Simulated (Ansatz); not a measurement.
Bi2Pt (space group Pa-3)

```cif
data_Bi8Pt4
_chemical_formula_sum 'Bi8 Pt4'
_space_group_name_H-M_alt 'P 1'
_space_group_IT_number 1
_cell_length_a 6.72145
_cell_length_b 6.72145
_cell_length_c 6.72145
_cell_angle_alpha 90.000
_cell_angle_beta 90.000
_cell_angle_gamma 90.000
loop_
_space_group_symop_operation_xyz
  'x, y, z'
loop_
_atom_site_label
_atom_site_type_symbol
_atom_site_fract_x
_atom_site_fract_y
_atom_site_fract_z
_atom_site_occupancy
Bi1 Bi 0.37010 0.37010 0.37010 1
Bi2 Bi 0.62990 0.62990 0.62990 1
Bi3 Bi 0.12990 0.62990 0.87010 1
Bi4 Bi 0.87010 0.37010 0.12990 1
Bi5 Bi 0.87010 0.12990 0.62990 1
Bi6 Bi 0.12990 0.87010 0.37010 1
Bi7 Bi 0.62990 0.87010 0.12990 1
Bi8 Bi 0.37010 0.12990 0.87010 1
Pt1 Pt 0.00000 0.00000 0.00000 1
Pt2 Pt 0.50000 0.00000 0.50000 1
Pt3 Pt 0.50000 0.50000 0.00000 1
Pt4 Pt 0.00000 0.50000 0.50000 1
```

The volume is varied about the relaxed value V₀ at fixed cell shape. The atoms relax within the cell's symmetry.

Calculation: PBEsol (plane waves to 420 eV, PAW, scalar-relativistic; Ansatz, a quantum-chemistry and plane-wave program). k mesh 6×6×6 (Γ-centred), Fermi-Dirac smearing 0.05 eV. The energy includes the smearing's −TS. Bi2Pt is run without spin polarisation. Bi2Pt was relaxed with its symmetry unable to fall. Spin-orbit coupling is left out, though Bi and Pt are heavy. The zero of ΔE is the relaxed starting cell.

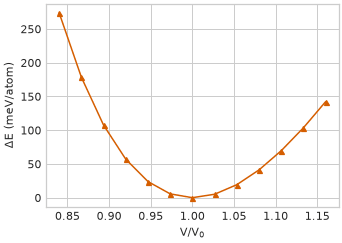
Figure: ΔE (meV/atom) against V/V₀; one marker a computed point.

Problem. What is ΔE at V/V₀ = 1.160?

Solution. About 140 meV/atom.

Problem. What is ΔE at V/V₀ = 0.840?

Solution. About 270 meV/atom.

Problem. What bulk modulus B₀ follows from a third-order Birch-Murnaghan fit?

Solution. About 95 GPa.

(A scan under strain: stresses follow from slopes of the energy per volume, elastic moduli from its curvatures.)
